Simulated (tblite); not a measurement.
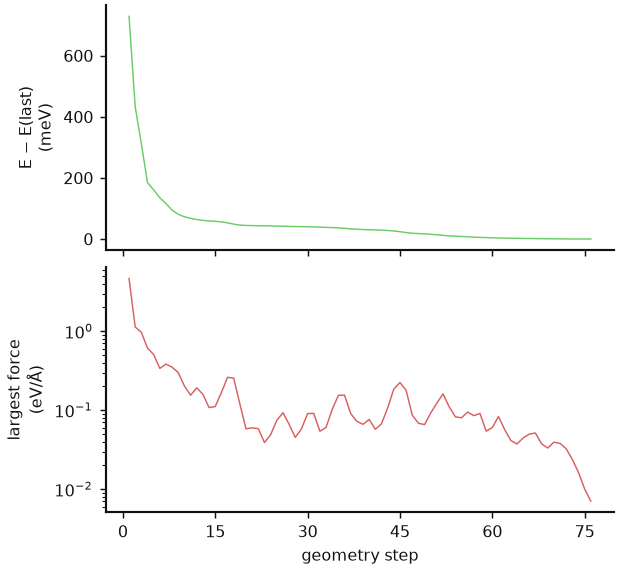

History of a geometry optimisation.

System: C4H8F3PSSi (SMILES FC(F)(F)[P@]1(=S)C[C@H]([SiH3])C1).
Method: GFN2-xTB geometry optimisation, gas phase in tblite.

Question: How did the optimisation end?

Answer: The optimisation met its thresholds at geometry 76, counting the start as the first. The energy fell by about 730 meV from the first step to the last. The largest force goes from about 4.7 eV/Å at the start to 7 × 10⁻³ eV/Å at the end.
